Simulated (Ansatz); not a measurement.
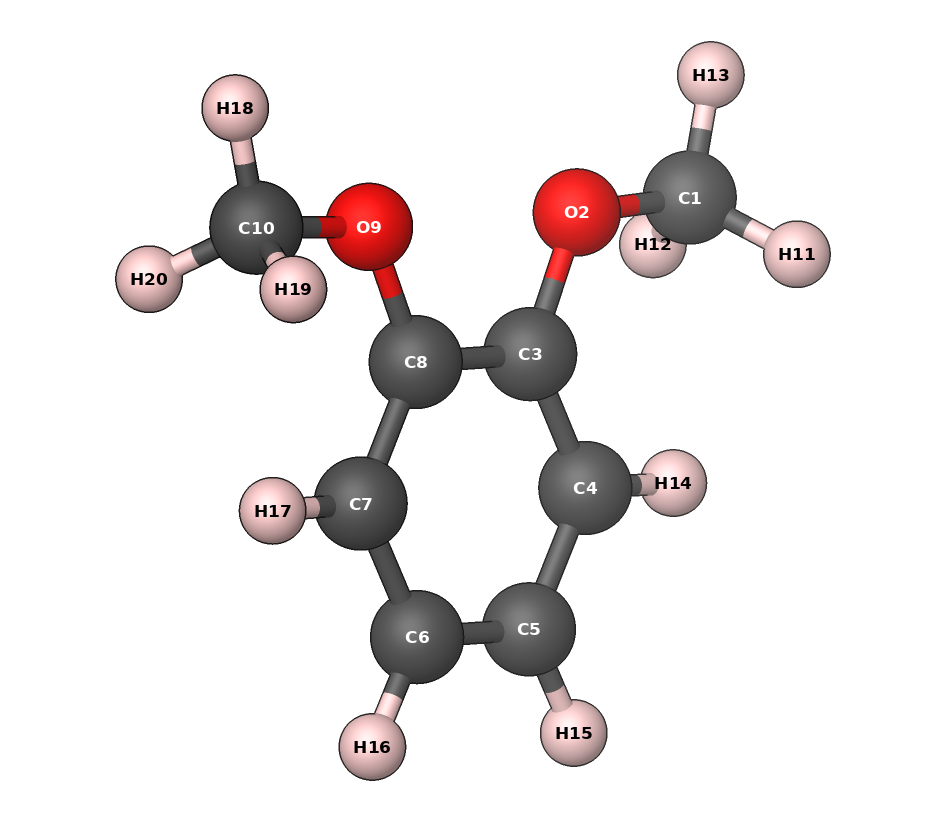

Atoms carry their numbers in the input. The computed structure is the end point of a PBE-D4/def2-SVP optimisation. No frequency run is at hand to confirm it as a minimum.

Give the bond lengths. Leave out bonds to hydrogen.

| bond | length (Å) | order |
| --- | --- | --- |
| C1–O2 | 1.412 | single |
| O2–C3 | 1.360 | single |
| C3–C4 | 1.403 | aromatic |
| C3–C8 | 1.429 | aromatic |
| C4–C5 | 1.409 | aromatic |
| C5–C6 | 1.396 | aromatic |
| C6–C7 | 1.409 | aromatic |
| C7–C8 | 1.403 | aromatic |
| C8–O9 | 1.360 | single |
| O9–C10 | 1.412 | single |
